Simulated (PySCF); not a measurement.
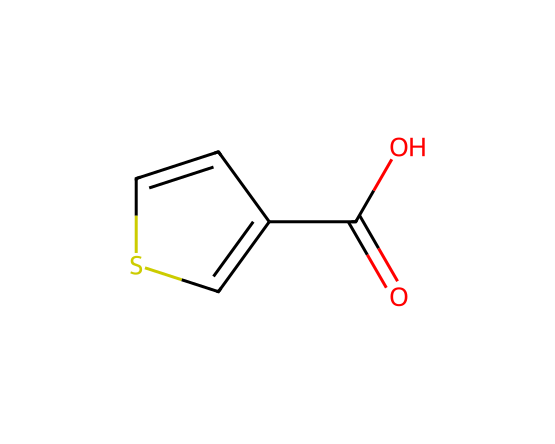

A structural formula.

Give its SMILES.

O=C(O)c1ccsc1

Give the formula, hydrogens included.

C5H4O2S.

An optimisation with GFN2-xTB gave a structure of which point group?

Cs. Other conformers may differ.

More results for the same structure follow; atom numbers are the same in all pictures, views and colours differ. Computed geometry: GFN2-xTB optimisation. No frequency run is at hand to confirm it as a minimum.

Shape

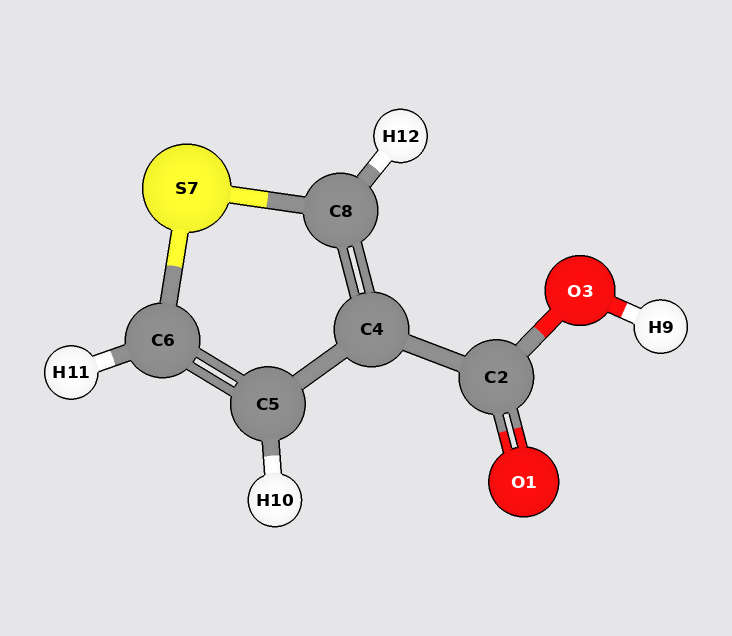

Numbered structure. No frequency run is at hand to confirm it as a minimum.

What are the angles O1–C2–O3, O1–C2–C4, C2–C4–C5, C2–C4–C8, O3–C2–C4, C4–C5–C6, C4–C8–H12, C5–C4–C8, C5–C6–S7, C6–C5–H10, C6–S7–C8, S7–C6–H11?

```csv
angle,degrees
O1–C2–O3,122.3
O1–C2–C4,125.0
C2–C4–C5,122.8
C2–C4–C8,124.9
O3–C2–C4,112.8
C4–C5–C6,112.3
C4–C8–H12,127.5
C5–C4–C8,112.3
C5–C6–S7,112.1
C6–C5–H10,125.1
C6–S7–C8,91.4
S7–C6–H11,119.3
```

NMR shielding

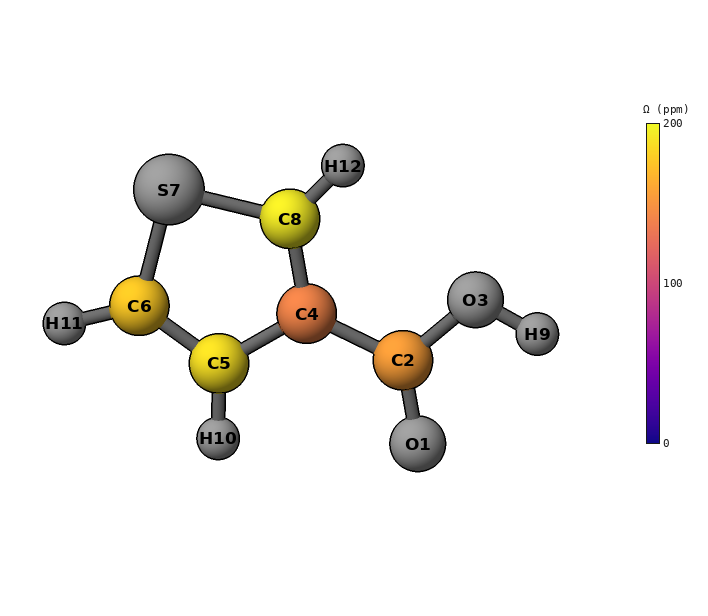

The C atoms are coloured by the span of their shielding tensor. No frequency run is at hand to confirm it as a minimum. Level of theory: GIAO PBE0/pcSseg-1 NMR shielding, non-relativistic, gas phase (PySCF 2.14.0). Principal shieldings σ11 ≤ σ22 ≤ σ33, span Ω = σ33 − σ11, skew κ = 3(σiso − σ22)/Ω.

Give the shielding tensors of the C atoms.

```csv
atom,σ11,σ22,σ33,σiso,Ω,κ
C2,−79.9,65.8,75.8,20.5,155.6,−0.87
C4,−15.3,39.8,125.8,50.1,141.1,0.22
C5,−35.0,36.4,153.7,51.7,188.7,0.24
C6,−33.8,49.8,143.7,53.2,177.5,0.06
C8,−45.1,26.3,148.8,43.3,194.0,0.26
```

Shieldings and span in ppm.

Dipole moment

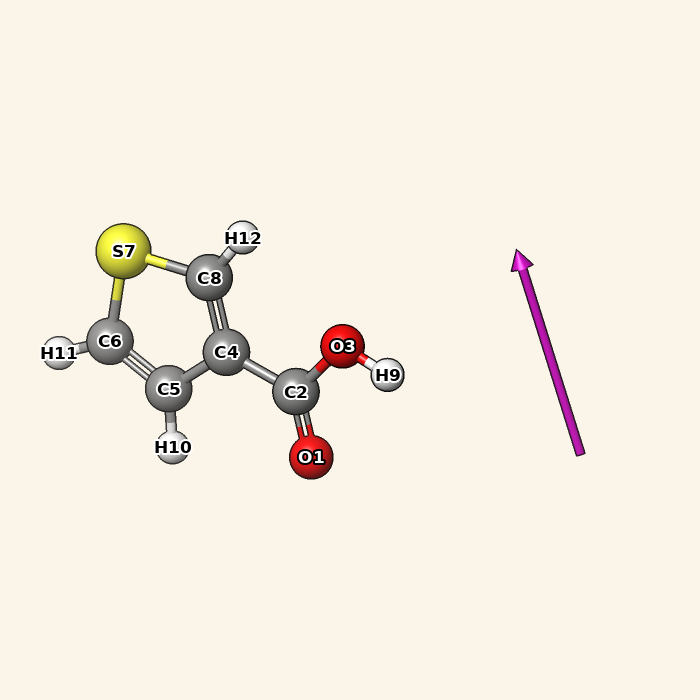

The arrow beside the molecule shows the direction of the dipole moment, from the negative to the positive end (its length means nothing). No frequency run is at hand to confirm it as a minimum. Level of theory: PBE0/pcSseg-1, gas phase (PySCF 2.14.0).

Estimate the dipole moment.

1.71 D; it points from the side of O1 to the side of S7 (the outermost atoms at the two ends).

Ring current

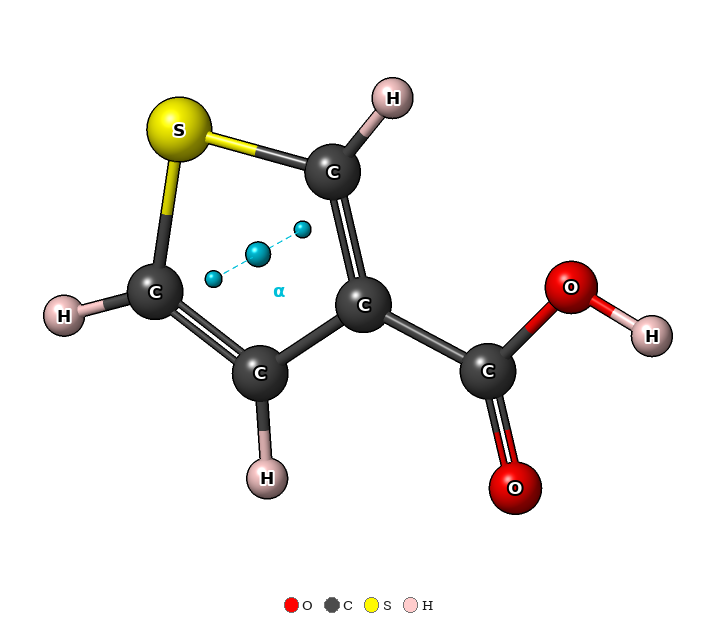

The small points mark where nucleus-independent chemical shifts (NICS) were computed: at the centre of each lettered ring and 1 Å above and below it. No frequency run is at hand to confirm it as a minimum. Level of theory: GIAO PBE0/pcSseg-1 NMR shielding, non-relativistic, gas phase (PySCF 2.14.0).

Give NICS(0), NICS(1) and the out-of-plane component NICS(1)zz for each ring (means of the two sides).

```
ring  members  NICS(0)  NICS(1)  NICS(1)zz
   α      C4S    −12.3    −11.3      −26.1
```

Values in ppm.

What do the values say about the ring currents?

Ring α: diatropic, as in an aromatic ring. NICS is one index among several.
